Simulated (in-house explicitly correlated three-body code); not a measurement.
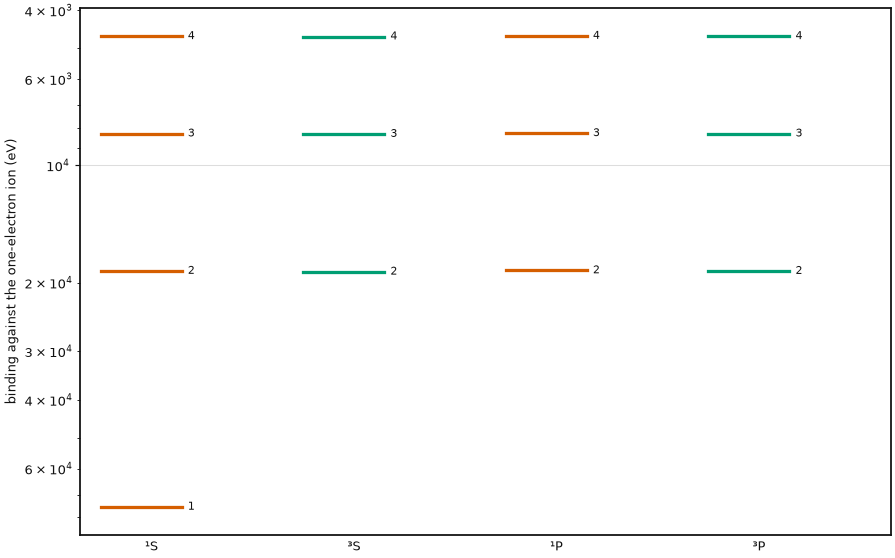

Two electrons around a point charge Z = 75 (Re⁷³⁺). Computed variationally in 260 exponentially correlated functions with an in-house code, non-relativistic, converged to about 10⁻⁸ of the energy. The plot shows the bound S and P states that converged, by term and principal number n, on a logarithmic scale of binding.

Question: Describe the level scheme.

Answer: The ground state is bound by 75.26 keV. The n = 2 states drawn run, from the deepest, 2 ³S (18.75 keV), 2 ³P (18.67 keV), 2 ¹S (18.66 keV), 2 ¹P (18.61 keV). Exchange puts 2 ³S below 2 ¹S by 87.8 eV and 2 ³P below 2 ¹P by 67.4 eV. Quantum defects n − (Z − 1)/√(2 E(binding)): 2 ³S 0.007, 2 ³P 0.003, 2 ¹S 0.002, 2 ¹P −0.001.
